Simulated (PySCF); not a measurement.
SMILES [SiH2](B)[SiH2]B(O)O, singlet at its GFN2-xTB optimised geometry (Å):

```
14

B      2.0009    -2.2277    -0.1945
Si     1.4388    -0.3922     0.0000
Si    -0.9146    -0.3922     0.0000
B     -1.7039     1.4093     0.0000
O     -2.1209     2.1050     1.0972
O     -1.7979     2.0452    -1.1863
H      2.1117    -2.9354     0.7325
H      2.1553    -2.7160    -1.2482
H      1.8565     0.3033     1.2386
H      1.8759     0.5663    -1.0349
H     -1.3829    -1.2407    -1.1081
H     -1.3424    -1.1690     1.1902
H     -2.0666     1.6738     1.9474
H     -2.1553     2.9354    -1.1448
```

Method: PySCF with B3LYP/def2-TZVP. Cells within 0.4 Å of a nucleus heavier than hydrogen are left out (blank, or x).

Map of the LUMO amplitude (bohr^(-3/2)) on the plane z = 0.0 Å; orbital energy -2.64 eV, overall sign arbitrary:

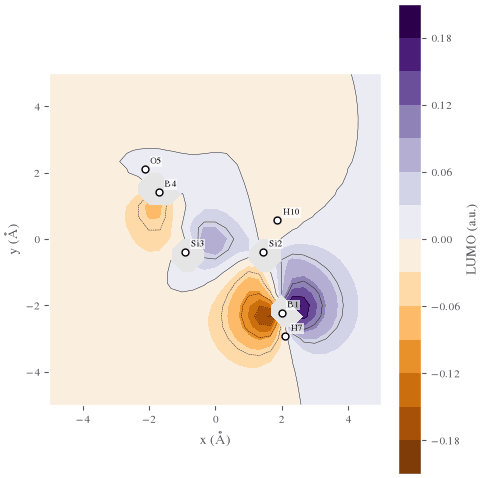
Figure. LUMO amplitude (bohr^(-3/2)) on the plane z = 0.0 Å.
